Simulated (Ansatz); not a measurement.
C₂H₅BrSi (SMILES BrC1C[SiH2]1)

Input file:

```
crystal:
  periodic: [false, false, false]
  atoms:
    - {symbol: Br, position_ang: [-2.315354, 0.394830, 0.844811]}
    - {symbol: C, position_ang: [-0.771507, 0.311419, -0.295129]}
    - {symbol: C, position_ang: [0.572356, 0.734697, 0.302952]}
    - {symbol: Si, position_ang: [0.472798, -1.052770, -0.179541]}
    - {symbol: H, position_ang: [-1.013157, 0.741072, -1.260268]}
    - {symbol: H, position_ang: [1.140957, 1.461103, -0.269186]}
    - {symbol: H, position_ang: [0.565423, 0.948776, 1.367187]}
    - {symbol: H, position_ang: [1.121658, -1.530312, -1.418441]}
    - {symbol: H, position_ang: [0.315325, -2.055115, 0.890514]}
basis:
  gaussian: {orbitals: def2-TZVPP}
hamiltonian: {xc: pbe0, dispersion: d4}
output: {orbitals: {seedname: orbitals}}
```

Run with:

```sh
ansatz run in.yaml --threads 4 --pin off --events-out ev --progress --plain --max-ram 10444MiB
```

Geometry: PBE0-D4/def2-TZVP.

Theory: RKS PBE0-D4/def2-TZVPP in Ansatz 0.2.0.

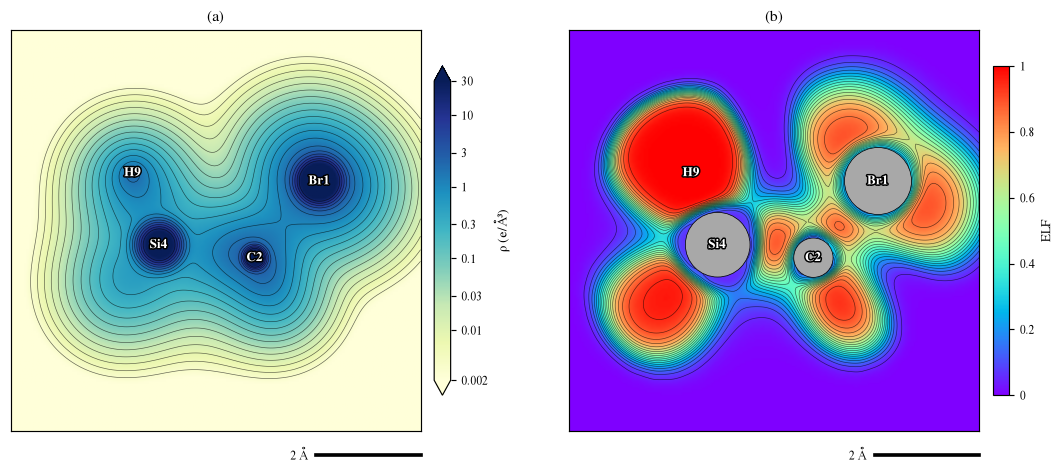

Figure 1. (a) total electron density; (b) electron localisation function on the plane of atoms Br1, C2 and Si4. Grey discs cover the atomic cores in the ELF map.

Q: What do the fields say about this system?

A: The section cuts through Br, C, Si and H sites.
C–Si (1.85 Å): ρ at the midpoint is about 0.9 e/Å³; the ELF peaks at about 0.85 between the atoms; a shared electron pair.
C–Br (1.92 Å): the density is about 1.1 e/Å³ at the midpoint; the ELF peaks at about 0.85 between the atoms (localised, covalent bonding).
Si–H (1.47 Å): ρ at the midpoint is about 0.82 e/Å³; the ELF climbs to about 1 towards the hydrogen, as it does in any bond to H.
The ELF also peaks beside Br1, away from the bonds: lone-pair regions.

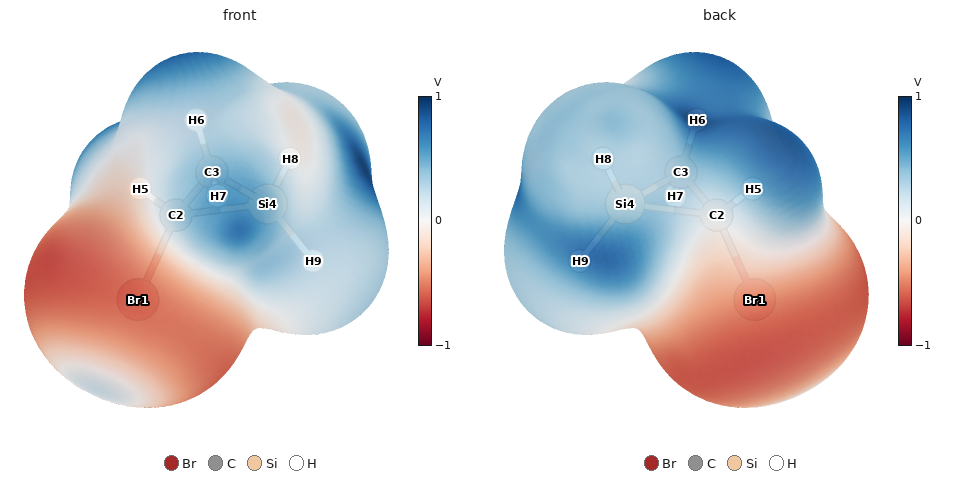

Figure 2. The electrostatic potential painted on the density surface at 0.001 e/bohr³, seen from the front and from behind; red is negative and blue positive.

Q: Where is the surface potential most negative and most positive?

A: The most negative region (about −0.7 V) lies over Br1, the most positive (about +0.9 V) over Si4 and H5. Br1 shows a σ-hole: about +0.2 V at the tip opposite its bond, against about −0.6 V on its flanks.

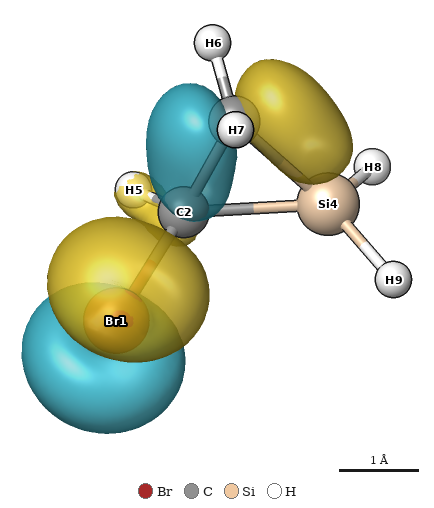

Figure 3. The HOMO−1 at ±0.15 Å⁻³ᐟ² (yellow and cyan are the two phases), seen at a tilt.

Q: Where does this orbital lie, and at what energy?

A: It lies mainly on Br1 (about 65 %), C3 (about 15 %), C2 (about 5 %) and Si4 (about 5 %). Its energy is −7.68 eV.

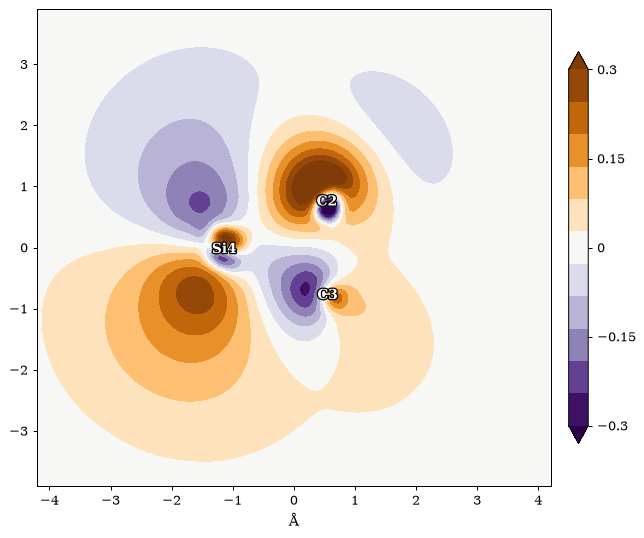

Figure 4. The LUMO on the plane of atoms C2, C3 and Si4 (values in Å⁻³ᐟ²; the overall sign is arbitrary).

Q: Describe this orbital and give its energy.

A: Its weight (Hirshfeld) is mainly on Si4 (about 35 %), Br1 (about 30 %) and C2 (about 15 %). Its energy is −0.51 eV.
